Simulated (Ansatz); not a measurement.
**Run report: CH$_{6}$BrGa, single-point calculation**

CH$_{6}$BrGa, computed with RKS PBE0-D4/def2-TZVPP (Ansatz 0.2.0).

The geometry is the reactant side of a reaction. The reaction was set up to form Ga1–Br6 and C2–H5 and to break Ga1–C2 and H5–Br6 (atoms counted from 1 in the order of the input); sticks are drawn by distance alone. The geometry comes from this level: PBE0-D4/def2-TZVP.

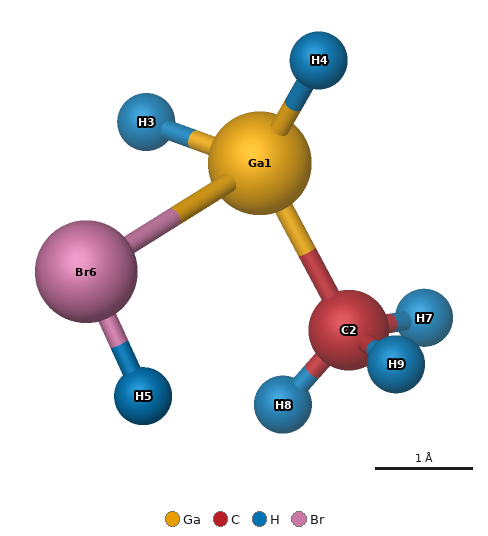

Fig. 1: The structure as given in the input (ball-and-stick view, seen at a tilt; atoms are numbered from 1 in the order of the input). Sticks mark near contacts.

### The input
```yaml
crystal:
  periodic: [false, false, false]
  atoms:
    - {symbol: Ga, position_ang: [-1.109353, 0.282511, -0.034079]}
    - {symbol: C, position_ang: [0.763763, 0.888780, -0.222833]}
    - {symbol: H, position_ang: [-1.933355, -0.131034, -1.310640]}
    - {symbol: H, position_ang: [-1.863337, 0.473420, 1.335059]}
    - {symbol: H, position_ang: [1.070486, -2.137111, 0.451939]}
    - {symbol: Br, position_ang: [-0.308641, -2.467055, 0.575392]}
    - {symbol: H, position_ang: [0.771960, 1.955848, -0.466256]}
    - {symbol: H, position_ang: [1.280653, 0.369446, -1.032748]}
    - {symbol: H, position_ang: [1.327821, 0.765194, 0.704167]}
basis:
  gaussian: {orbitals: def2-TZVPP}
hamiltonian: {xc: pbe0, dispersion: d4}
output: {orbitals: {seedname: orbitals}}
```

Run as:
```bash
ansatz run in.yaml --threads 4 --pin off --events-out ev --progress --plain --max-ram 9574MiB
```

### Log
```
Functional definition: PBE0
  name "PBE0"
  cite "Adamo & Barone, J. Chem. Phys. 110, 6158 (1999) doi:10.1063/1.478522"
  cite "Perdew, Burke & Ernzerhof, Phys. Rev. Lett. 77, 3865 (1996) doi:10.1103/PhysRevLett.77.3865"
  parent pbe
  parameter a = 0.25
  parameter kappa = 0.804
  parameter beta = 0.06672455060314922
  exchange = (1 - a)*pbe_x(kappa = kappa, mu = beta*pi^2/3) + a*exact_x
  correlation = pbe_c(beta = beta)
1360 factors; their error is unknown
mean field evaluation 1: about -123535.9216 eV, gradient 5.5e1 eV
mean field evaluation 2: about -123531.9469 eV, gradient 6.6e1 eV
mean field evaluation 4: about -123542.2876 eV, gradient 2.2e0 eV
mean field evaluation 8: about -123542.2961 eV, gradient 4.0e-2 eV
mean field evaluation 16: about -123542.9134 eV, gradient 3.1e-5 eV
mean field -123542.91342830 eV, -4540.1183280957 hartree, gradient 3.1e-5 eV, S^2 0.000000; 0 other end points of the search recorded, 0 dependent functions left out
reference -123542.91346102 eV, -4540.1183292981 hartree; 39, 39 occupied and 172, 172 virtual orbitals, 1360 factors
Total energy: -123543.05978936 eV, -4540.1237067655 hartree
```

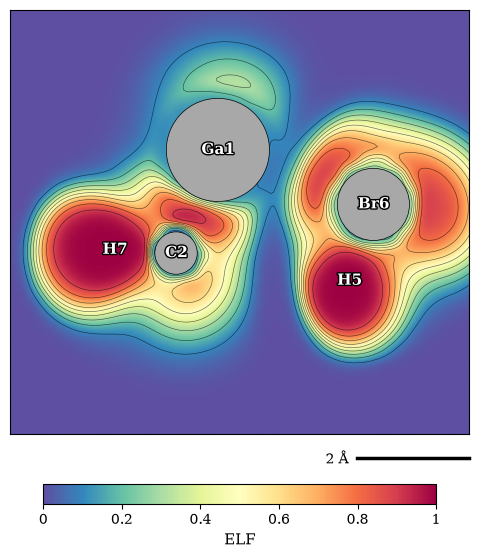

Fig. 2: Electron localisation function on the plane of atoms C2, Ga1 and Br6. Grey discs, where drawn, cover atomic cores. The section cuts through Ga, C, H and Br sites. C–Ga (1.98 Å): the ELF peaks at about 0.95 in the valence shell of C, 0.7 Å from its nucleus, and is about 0.55 at the midpoint. Ga–Br (2.93 Å): the ELF peaks at about 0.90 in the valence shell of Br, 1.1 Å from its nucleus, and is about 0.40 at the midpoint, as expected for ionic bonding with no shared pair. Br–H (1.42 Å): the ELF climbs to about 1 towards the hydrogen.

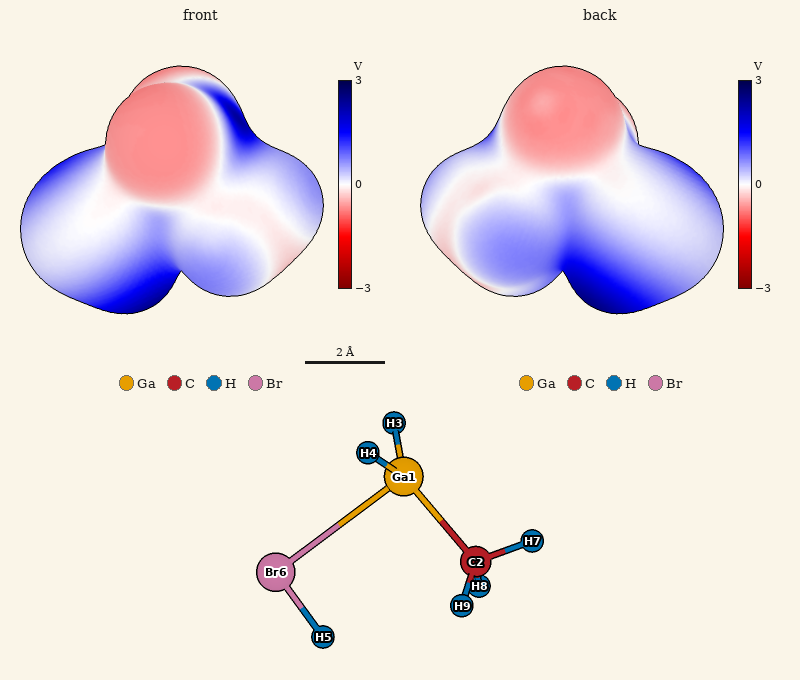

Fig. 3: The molecular electrostatic potential painted on the density surface at 0.002 e/bohr³, seen at a tilt and from behind; red is negative and blue positive. The bare structure is drawn below in the same view. A positive charge is drawn to the negative regions and a negative charge to the positive ones.

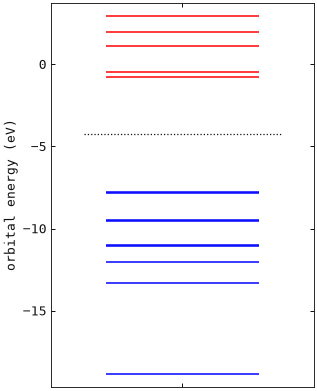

Fig. 4: Orbital energies near the frontier; the dotted line parts filled from empty levels, and levels within 0.02 eV of each other stand side by side. Highest filled −7.77 eV, lowest empty −0.79 eV, 6.98 eV apart.

### Key numbers

- outcome: converged
- total energy: −123543.0598 eV
- mean-field energy: −123542.9135 eV
- dispersion energy: −0.1463 eV
- SCF solution under orbital rotations: stable
- HOMO: −7.77 eV
- LUMO: −0.79 eV
- hardware: 4 threads of Arm Neoverse V2, 23 GiB of memory available, shared host
- wall time: 2.8 s (CPU time 10 s)
- peak memory: 0.6 GiB
